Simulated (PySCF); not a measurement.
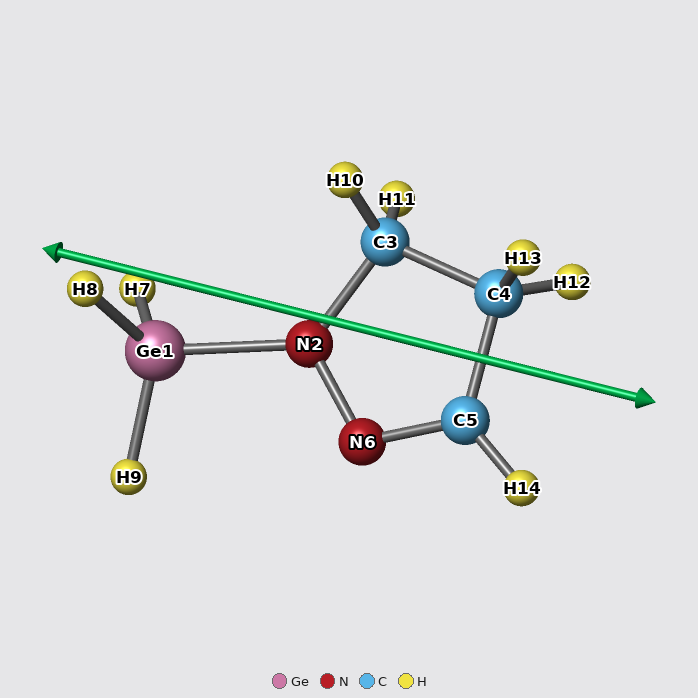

The double arrow shows the direction of the transition dipole to excited singlet state 2 (its length means nothing). The computed structure is the end point of a GFN2-xTB optimisation. No frequency run is at hand to confirm it as a minimum. Properties computed with TDDFT ωB97X-D/def2-SVPD, vertical, gas phase, core orbitals frozen in the response (PySCF 2.14.0).

Question: How is the transition polarised?

Answer: Nearly parallel to the C3–C4 bond.

Question: Give its energy, strength and character.

Answer: 5.49 eV (226 nm), oscillator strength 0.21, of mixed character, with the largest part HOMO → LUMO+1 (weight 0.50); transition dipole 3.19 D.

The geometry is semi-empirical. Around Ge such bond lengths and angles can be off by a tenth of an ångström or more and by several degrees, and values that hang on the shape move with them.
